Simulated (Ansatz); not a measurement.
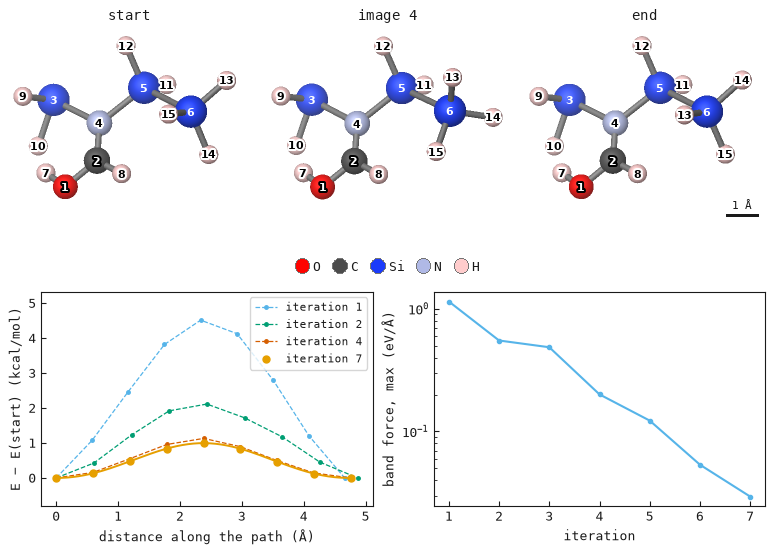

NEB run on CH₉NOSi₃. Images are numbered from 0 (start) to 8 (end). The plot follows the band through its iterations. Style: ball-and-stick. Shown at a tilt.

Method: Ansatz 0.2.0, RKS B3LYP/cc-pVDZ. Set-up: 7 movable images; climbing image; force threshold 0.05 eV/Å; iteration limit 27; starting path by image-dependent pair potential.

Question: How did the profile develop, and is the result final?

Answer: The result is final at these settings. The band converged in 7 iterations. The largest component of the band force went from 1.1 to 0.029 eV/Å. The climbing image converged on the top of the path. Its vibrational analysis gives one imaginary mode (103i cm⁻¹), as a transition state must have. The first iteration put the highest image at 4.51 kcal/mol. The barrier is about 1.00 kcal/mol in both directions, with image 4 at the top; the ends have the same energy.

Cost: 5.5 min on 2 threads of Arm Neoverse V1, on a shared host, peak memory 0.44 GiB.
